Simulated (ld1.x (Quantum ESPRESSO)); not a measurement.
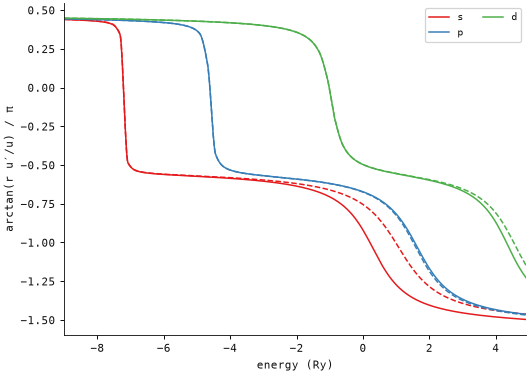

Unwrapped phase arctan(r u′/u) in units of π against energy, all-electron (solid) and pseudo (dashed); the pseudo phase is matched to the all-electron one at the reference energy. Here u = r R(r). A near-vertical step is a level narrower than the spacing of the points behind the curves.

Input of ld1.x (Quantum ESPRESSO) 7.5:

```
&input
   title='Ag', zed=47., rel=1, dft='PBE', iswitch=3,
   config='[Kr] 4d10 5s0 5p1',
   nld=3, rlderiv=2.05, eminld=-9.0, emaxld=5.0, deld=0.04
 /
 &inputp
   pseudotype=2, tm=.true., lloc=-1, rcloc=1.70,
   nlcc=.true., new_core_ps=.true., rcore=1.00,
   file_pseudopw='Ag.UPF', file_wfcaegen='ae.wfc', file_wfcncgen='nc.wfc', file_beta='beta', file_chi='chi'
 /
3
4S  1  0   2.00   0.00  1.20  1.20  0.0
4P  2  1   6.00   0.00  1.55  1.55  0.0
4D  3  2  10.00   0.00  1.90  1.90  0.0
 &test
   configts(1)='4s2 4p6 4d10 5s0 5p1'
 /
```

Run as:
```bash
ld1.x < Ag.in > Ag.out
```

Functional and relativity: PBE, scalar-relativistic.

Question: What does the plot say about ghosts?

Answer: The plot shows none: the two phases stay within 0.89 rad of each other in all channels drawn. The separate test gives: ghost state below the valence levels: s at -157.0 eV. The bound ghosts lie below the range of the plot.

Question: Give the range of good agreement (0.05 rad in phase) for each channel.

Answer: s: up to about -2.0 Ry; p: up to about 1.4 Ry; d: up to about 3.2 Ry.
